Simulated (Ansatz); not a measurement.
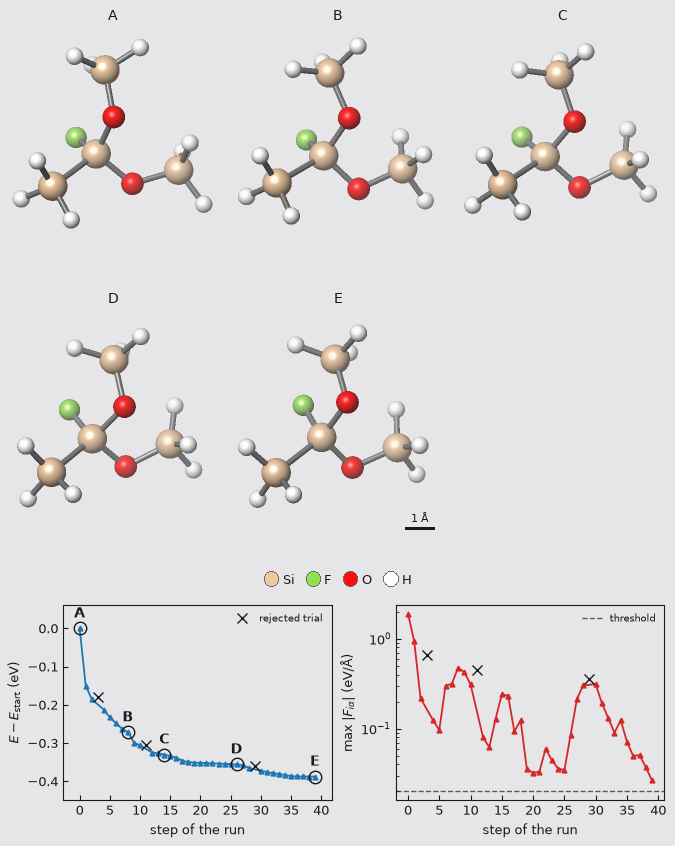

Frames of a relaxation of Si4H9O2F, marked on the history of the run. A ball-and-stick model, seen from a free direction.

The run prepares the start of a later molecular dynamics calculation, from a guessed geometry.

Theory: Ansatz, RKS LDA/STO-3G. (no spin polarisation; force threshold 0.02 eV/Å; at most 40 steps)

**What happens along the run?**

The relaxation stopped without meeting its thresholds, so the last structure isn't shown to be converged. It used up its limit of 40 steps. An H atom moves most after the best rigid fit: 1.16 Å. Largest moves by element: H 1.16 Å, F 0.75 Å, Si 0.42 Å, O 0.37 Å. Near-neighbour distances that change, for instance: F–Si 3.184 → 2.214 Å, F–Si 1.590 → 1.681 Å, O–Si 1.680 → 1.743 Å, O–Si 1.680 → 1.715 Å. Bond angles that change, for instance: Si–O–Si 125.0° → 105.6°, F–Si–O 109.5° → 91.7°, Si–Si–O 109.5° → 122.5°. Groups turn about Si–Si by about 40°, O–Si by about 40°, O–Si by about 30°. The energy falls by 0.388 eV in 36 accepted moves (39 points after the start). Largest force component: 1.9 eV/Å at the start, 0.027 eV/Å at the end. The line search rejected the trial steps at points 3, 11, 29 of the run. The run took 2.7 min on 1 thread of Arm Neoverse V1, with other jobs on the host, peak memory 0.14 GiB. From step 0 to 8: an H atom moves most (0.67 Å), energy −0.272 eV. From step 8 to 14: an H atom moves most (0.43 Å), energy −0.058 eV. From step 14 to 26: F and H atoms move most (0.50 Å), energy −0.026 eV. From step 26 to 39: the F atom moves most (0.41 Å), energy −0.032 eV.

```tsv
step	E − E(0), eV	largest force component, eV/Å	note
0	0.0000	1.9044	
1	-0.1493	0.9339	
2	-0.1850	0.2185	
3	-0.1791	0.6658	rejected
4	-0.2123	0.1242	
5	-0.2329	0.0962	
6	-0.2476	0.3010	
7	-0.2623	0.3151	
8	-0.2718	0.4743	
9	-0.2986	0.4255	
10	-0.3058	0.3105	
12	-0.3247	0.0797	
13	-0.3265	0.0621	
15	-0.3333	0.2409	
16	-0.3378	0.2320	
18	-0.3493	0.1235	
19	-0.3509	0.0353	
21	-0.3520	0.0331	
22	-0.3528	0.0601	
24	-0.3540	0.0359	
25	-0.3547	0.0346	
27	-0.3576	0.2145	
28	-0.3642	0.3023	
30	-0.3727	0.3121	
31	-0.3752	0.1910	
33	-0.3808	0.0901	
34	-0.3831	0.1239	
36	-0.3869	0.0495	
37	-0.3872	0.0508	
39	-0.3875	0.0265
```

Limits of the set-up: STO-3G is a minimal basis, so the numbers are rough.
